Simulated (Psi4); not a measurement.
# doublet SnO−: levels of theory compared

We compute a comparison of 4 runs (UHF/STO-3G, UHF/3-21G, UTPSSh/def2-TZVPPD, UMP3/def2-TZVPPD) of doublet SnO−. 

The calculation is run with Psi4 1.11.

## 1. The system as given

SnO− has 2 atoms, charge -1, and is taken as a doublet. As SMILES of the parent species, `[O]=[Sn]`. The shape is that of a PBE0-D4/def2-TZVP optimisation. That shape belongs to the parent species and isn't relaxed for this state.

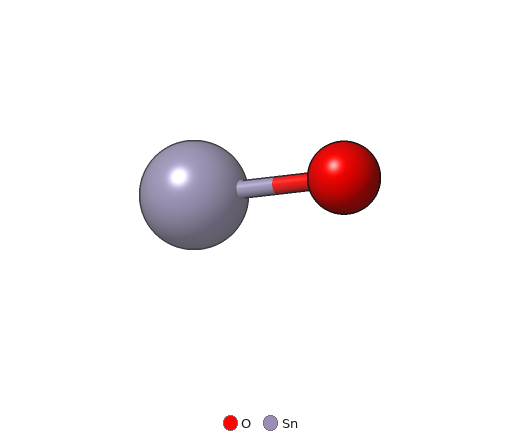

The structure, seen from a chosen angle (oxygen red, tin purple).

## 2. The energy at UHF/STO-3G (run 1)

The input, osn.dat:

```
memory 2200 MB

molecule molecule1 {
  -1 2
  O      0.000000     0.000000    -0.007080
  Sn     0.000000     0.000000     1.810660
  units angstrom
  symmetry c1
  no_reorient
  no_com
}

set reference uhf
set puream true
set e_convergence 1e-09
set d_convergence 1e-08
set scf_type pk
set maxiter 100

energy_value, wavefunction = energy('hf/STO-3G', return_wfn=True)
oeprop(wavefunction, 'WIBERG_LOWDIN_INDICES', 'LOWDIN_CHARGES', 'MULLIKEN_CHARGES')
print_variables()
```

On the command line:

```bash
$ psi4 -i osn.dat -o osn.out -n 1
```

osn.out:

```text
[...]
  Running in c1 symmetry.
[...]
  Nuclear repulsion =  116.447283037178039
[...]
  Multiplicity = 2
[...]
  Nalpha       = 30
  Nbeta        = 29
[...]
    Number of basis functions: 32
[...]
   @UHF iter   1: -6036.78628183029741   -3.13982e+00   9.37194e-03 ADIIS/DIIS
[...]
   @UHF iter  19: -6036.83654176819346   -3.63798e-12   1.87205e-09 DIIS
[...]
   @S^2 Observed:                7.537291717E-01
[...]
  @UHF Final Energy: -6036.83654176819346
   => Energetics <=
    Nuclear Repulsion Energy =            116.4472830371780390
    One-Electron Energy =               -8608.4145770275317773
    Two-Electron Energy =                2455.1307522221600266
    Total Energy =                      -6036.8365417681943654
  UHF NO Occupations:
  HONO-2 :   28  A 1.9991454
  HONO-1 :   29  A 1.9989892
[...]
 Multipole Moments:
 ------------------------------------------------------------------------------------
     Multipole            Electronic (a.u.)      Nuclear  (a.u.)        Total (a.u.)
 ------------------------------------------------------------------------------------
 L = 1.  Multiply by 2.5417464519 to convert [e a0] to [Debye]
 Dipole X            :          0.0000000            0.0000000            0.0000000
 Dipole Y            :         -0.0000000            0.0000000           -0.0000000
 Dipole Z            :       -173.3026683          170.9755412           -2.3271270
 Magnitude           :                                                    2.3271270
[...]
```

It took 2.1 s on 1 thread of Intel Xeon Platinum 8223CL at 3.00GHz (Skylake/Cascade Lake), shared host; peak memory 0.19 GiB.

## 3. A single-point energy at UHF/3-21G (run 2)

The input, osn.json:

```json
{
 "schema_name": "qcschema_input",
 "schema_version": 1,
 "molecule": {
  "schema_name": "qcschema_molecule",
  "schema_version": 2,
  "symbols": ["O", "Sn"],
  "geometry": [0.0, 0.0, -0.01337926, 0.0, 0.0, 3.4216515],
  "molecular_charge": -1,
  "molecular_multiplicity": 2,
  "fix_symmetry": "c1"
 },
 "driver": "energy",
 "model": {
  "method": "hf",
  "basis": "3-21G"
 },
 "keywords": {
  "reference": "uhf",
  "puream": true,
  "e_convergence": 1e-09,
  "d_convergence": 1e-08,
  "scf_type": "pk",
  "maxiter": 100,
  "scf_properties": ["LOWDIN_CHARGES", "WIBERG_LOWDIN_INDICES", "MULLIKEN_CHARGES"]
 }
}
```

On the command line:

```bash
$ psi4 --qcschema osn.json -n 1 --memory 2200MB
```

stdout:

```text
[...]
  Running in c1 symmetry.
[...]
  Nuclear repulsion =  116.447283284298749
[...]
  Multiplicity = 2
[...]
  Nalpha       = 30
  Nbeta        = 29
[...]
    Number of basis functions: 40
[...]
   @UHF iter   1: -6070.44274898739968   -3.83055e+00   1.39802e-02 ADIIS/DIIS
[...]
   @UHF iter  19: -6070.66954626580718    9.09495e-13   2.72894e-09 DIIS
[...]
   @S^2 Observed:                7.543325285E-01
[...]
  @UHF Final Energy: -6070.66954626580718
   => Energetics <=
    Nuclear Repulsion Energy =            116.4472832842987486
    One-Electron Energy =               -8624.9131129085908469
    Two-Electron Energy =                2437.7962833584847431
    Total Energy =                      -6070.6695462658080942
  UHF NO Occupations:
  HONO-2 :   28  A 1.9993012
  HONO-1 :   29  A 1.9986873
[...]
 Multipole Moments:
 ------------------------------------------------------------------------------------
     Multipole            Electronic (a.u.)      Nuclear  (a.u.)        Total (a.u.)
 ------------------------------------------------------------------------------------
 L = 1.  Multiply by 2.5417464519 to convert [e a0] to [Debye]
 Dipole X            :         -0.0000000            0.0000000           -0.0000000
 Dipole Y            :          0.0000000            0.0000000            0.0000000
 Dipole Z            :          5.1450611           -4.0309231            1.1141381
 Magnitude           :                                                    1.1141381
[...]
```

The result, in JSON:

```text
{
 "driver": "energy",
 "model": {
  "method": "hf",
  "basis": "3-21G"
 },
 "success": true,
 "return_result": -6070.669546265807,
 "properties": {
  "calcinfo_nbasis": 40,
  "calcinfo_nmo": 40,
  "calcinfo_nalpha": 30,
  "calcinfo_nbeta": 29,
  "calcinfo_natom": 2,
  "nuclear_repulsion_energy": 116.44728328429875,
  "return_energy": -6070.669546265807,
  "scf_one_electron_energy": -8624.91311290859,
  "scf_two_electron_energy": 2437.7962833584847,
  "scf_dipole_moment": [-1.610392386698028e-15, 4.046202396950665e-15, 1.1141380775631902],
  "scf_total_energy": -6070.669546265807,
  "scf_iterations": 19
 }
}
```

Wall time 2.6 s (1 thread of Intel Xeon Platinum 8223CL at 3.00GHz (Skylake/Cascade Lake), shared host); peak memory 0.18 GiB.

Run 3 isn't shown in full; the table further down has it.

## 4. The energy at UMP3/def2-TZVPPD (core potential) (run 4)

The input, input.dat:

```
memory 2200 MB

molecule geom {
  -1 2
  O      0.000000     0.000000    -0.007080
  Sn     0.000000     0.000000     1.810660
  symmetry c1
}

set {
  basis           def2-TZVPPD
  reference       uhf
  puream          true
  e_convergence   1e-09
  d_convergence   1e-08
  scf_type        pk
  num_frozen_docc 5
  maxiter         100
  mp_type         conv
}

e_tot = energy('mp3')
```

On the command line:

```bash
$ psi4 input.dat output.dat -n 1
```

output.dat:

```text
[...]
  Running in c1 symmetry.
[...]
  Nuclear repulsion =   51.236804536358335
[...]
  Multiplicity = 2
[...]
  Nalpha       = 16
  Nbeta        = 15
[...]
    Number of basis functions: 96
[...]
   @UHF iter   1:  -287.83387660824928   -1.51820e+00   9.45495e-03 DIIS/ADIIS
[...]
   @UHF iter  26:  -288.22979850590588   -1.04023e-11   3.70203e-09 DIIS
[...]
   @S^2 Observed:                7.734408468E-01
[...]
  @UHF Final Energy:  -288.22979850590588
   => Energetics <=
    Nuclear Repulsion Energy =             51.2368045363583349
    One-Electron Energy =                -589.5175268666841930
    Two-Electron Energy =                 250.0509238244199537
    Total Energy =                       -288.2297985059058760
  UHF NO Occupations:
  HONO-2 :   14  A 1.9970208
  HONO-1 :   15  A 1.9924945
[...]
 Multipole Moments:
 ------------------------------------------------------------------------------------
     Multipole            Electronic (a.u.)      Nuclear  (a.u.)        Total (a.u.)
 ------------------------------------------------------------------------------------
 L = 1.  Multiply by 2.5417464519 to convert [e a0] to [Debye]
 Dipole X            :         -0.0000000            0.0000000           -0.0000000
 Dipole Y            :         -0.0000001            0.0000000           -0.0000001
 Dipole Z            :         16.7784377          -15.3512859            1.4271518
 Magnitude           :                                                    1.4271518
[...]
	SCS-MP2 Total Energy (a.u.)        :  -288.75489930630681
	SOS-MP2 Total Energy (a.u.)        :  -288.73367061785484
[...]
	SOS-PI-MP2 Total Energy (a.u.)     :  -288.77243001108172
[...]
	MP2 Total Energy (a.u.)            :  -288.79735668321069
[...]
	SCS-MP3 Total Energy (a.u.)        :  -288.74545044617270
[...]
	MP3 Total Energy (a.u.)            :  -288.75956124267418
[...]
```

Run time: 24 s. Hardware: 1 thread of Intel Xeon Platinum 8223CL at 3.00GHz (Skylake/Cascade Lake), shared host; peak memory 0.89 GiB.

## 5. The series

```tsv
run	level	task	core potential	energy (Eh)	HOMO energy (eV)	LUMO energy (eV)	⟨S²⟩	wall time
1	UHF/STO-3G	energy	none	-6036.836542	5.63	14.15	0.754	2.1 s
2	UHF/3-21G	energy	none	-6070.669546	0.23	6.75	0.754	2.6 s
3	UTPSSh/def2-TZVPPD (core potential)	gradient	def2	-289.492608	1.73	2.62	0.754	38 s
4	UMP3/def2-TZVPPD (core potential)	energy	def2	-288.759561	-0.71	5.13	0.773	24 s
```

## 6. What came out

| quantity | value |
| --- | --- |
| run 4: total energy | -288.75956 Eh |
| run 4: HOMO energy (Hartree–Fock orbitals) (highest over α and β) | -0.71 eV |
| run 4: LUMO energy (Hartree–Fock orbitals) (lowest over α and β) | 5.13 eV |
| run 4: correlation energy (5 core orbitals frozen) | -529.8 mEh |
| run 4: ⟨S²⟩ of the reference determinant | 0.773 |

**Reading.** Some runs of one species differ in core potentials or relativity; totals across that change don't compare. In runs 1, 2, 3 the HOMO lies above zero, so the outermost electron may be held by the basis alone. In run 1 the basis is minimal, so the values are rough. In runs 1, 2 relativity is left out where basis or elements ask for it. All runs together took 67 s, the longest 38 s.
